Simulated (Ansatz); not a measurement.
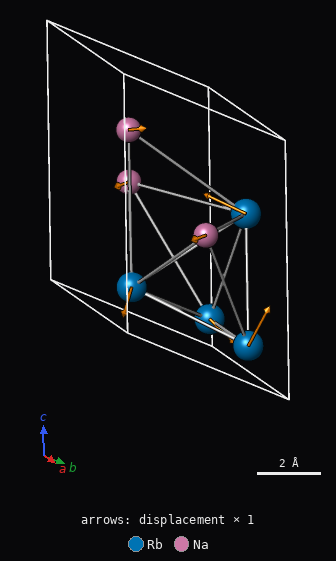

A relaxation of solid Rb2Na (built on the cubic Laves (C15)_227 type) (coarse preliminary run). The starting structure is drawn; orange arrows show the displacements (the part carried along by the change of the cell is left out), at their true length.

A ball-and-stick model of the cell of the calculation, reduced to other axes, seen from a free direction. Lengths and directions refer to the drawn axes.

The calculation used Ansatz, DFT PBE, scalar-relativistic, plane waves, PAW. (plane-wave cutoff 420 eV; k-point mesh 4 × 4 × 4; occupations gaussian; smearing width 0.1 eV; no spin polarisation; cell and atoms relaxed; force threshold 0.015 eV/Å; at most 120 steps)

> Atoms of which element are displaced furthest, and by how much?

Rubidium: up to 1.71 Å, against 0.78 Å for sodium.

> What did the optimiser do to the structure, and how much energy did it gain?

The largest move relative to the cell is that of a Rb atom, 1.71 Å along [3 1 3]. By element the largest moves are Rb 1.71 Å, Na 0.78 Å. The drawn cell changes as follows: a 8.602 → 8.260 Å (−4.0 %), b 8.670 → 8.669 Å (0.0 %), c 8.744 → 7.857 Å (−10.1 %), α 91.3° → 106.2°, β 118.0° → 108.1°, γ 119.3° → 114.1°; the volume changes by −9.0 %. Some distances before and after: Rb–Rb 7.677 → 4.622 Å, Rb–Rb 7.523 → 4.540 Å, Na–Rb 5.252 → 7.721 Å, Na–Rb 5.218 → 7.684 Å. Bond angles that change, for instance: Rb–Rb–Rb 177.7° → 110.7°, Rb–Rb–Rb 118.4° → 57.2°, Rb–Rb–Rb 177.3° → 122.2°. The space group stays P1 (No. 1). The energy falls by 112 meV per atom in 15 accepted moves (16 points after the start). Largest force component: 0.2 eV/Å at the start, 0.0041 eV/Å at the end. Pressure: −0.01 GPa at the start and 0.00 GPa at the end. The SCF was repeated once at an unchanged geometry on a basis and grid sized afresh for the cell, which shifted the energy by less than 0.05 meV per atom at most.
